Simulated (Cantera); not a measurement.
A closed system holds: 1 mol BN, 0.28 mol N2, at 101000 Pa.

These are equilibrium values from Cantera (NASA tables, ideal gas, pure condensed phases), not measurements of a reactor. Candidate condensed phases: B, BN; 12 gas species. Ions and electrons are included (thermal ionisation). Rates play no part.

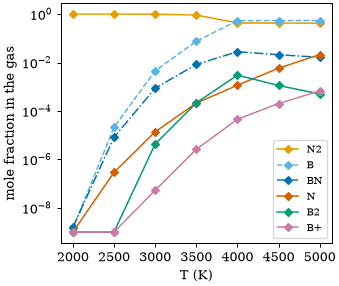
Figure. Equilibrium gas composition (values under 1e-9 drawn at 1e-9)

From 2000 K to 2500 K the condensed part is BN(s). From 3000 K to 3500 K the condensed part is B(l). From 4000 K to 5000 K nothing is condensed.
